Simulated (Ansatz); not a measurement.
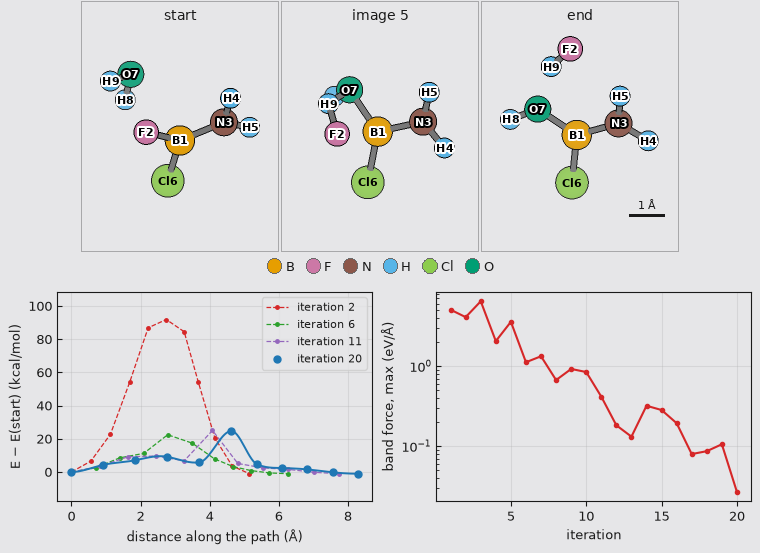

A nudged-elastic-band calculation for BNH4OClF, made up at the start of BNH2ClF and H₂O. Images are numbered from 0 (start) to 10 (end). The plot follows the band through its iterations. A ball-and-stick model, seen at a tilt.

Computed with RKS r2SCANh-D4/def2-SVP in Ansatz 0.2.0.

Input file:
```yaml
crystal:
  periodic: [false, false, false]
  atoms:
    - { symbol: B, position_ang: [0.082528, -0.265652, -0.182483] }
    - { symbol: F, position_ang: [0.005671, -0.655563, 1.091475] }
    - { symbol: "N", position_ang: [1.299058, -0.201443, -0.845228] }
    - { symbol: H, position_ang: [2.171485, -0.305952, -0.346413] }
    - { symbol: H, position_ang: [1.385101, 0.115282, -1.798644] }
    - { symbol: Cl, position_ang: [-1.45217, 0.000663, -1.052715] }
    - { symbol: O, position_ang: [-0.218887, 2.157514, 1.049305] }
    - { symbol: H, position_ang: [-1.050463, 2.148994, 0.561631] }
    - { symbol: H, position_ang: [-0.390024, 1.547258, 1.774873] }
basis:
  gaussian: { orbitals: def2-SVP }
hamiltonian:
  xc: r2scanh
  dispersion: d4
neb:
  order_check: false
  images: 9
  f_tol: 0.05
  max_iterations: 60
  initial_path: linear
  final_atoms:
    - { symbol: B, position_ang: [-0.23875671, 0.56156362, -0.63592725] }
    - { symbol: F, position_ang: [1.24194637, 0.54113739, 2.14573693] }
    - { symbol: "N", position_ang: [0.95483412, -0.14410582, -0.64219323] }
    - { symbol: H, position_ang: [1.31936276, -0.61269968, -1.45640187] }
    - { symbol: H, position_ang: [1.50869511, -0.20849156, 0.20621821] }
    - { symbol: Cl, position_ang: [-1.25395729, 0.70735865, -2.0949213] }
    - { symbol: O, position_ang: [-0.66121614, 1.17181735, 0.52729068] }
    - { symbol: H, position_ang: [-1.49734462, 1.6396414, 0.4475005] }
    - { symbol: H, position_ang: [0.45873539, 0.88487965, 1.75449833] }
```

Launched with:
```bash
ansatz run input.yaml --threads 4 --pin off --max-ram 5120MiB --backend cpu --events-out ev --progress --plain --runs-dir out
```

Q: How did the profile develop, and is the result final?

A: The run is converged, with reservations. The band converged in 20 iterations. The largest component of the band force went from 5.1 to 0.027 eV/Å. The climbing image converged on the top of the path. Its curvatures weren't checked. The straight starting path can push atoms close together and costs iterations. The first iteration put the highest image at 141.3 kcal/mol. The highest point, image 5, lies 24.7 kcal/mol above the start and 25.7 kcal/mol above the end; the end is at −1.0 kcal/mol relative to the start. The profile has 2 maxima (images 3, 5) with a dip at image 4 (+5.8 kcal/mol), so the process runs in steps.

Limits of the set-up: the start holds two separate molecules, 2.3 Å apart at their closest, whose relative position is a soft coordinate.
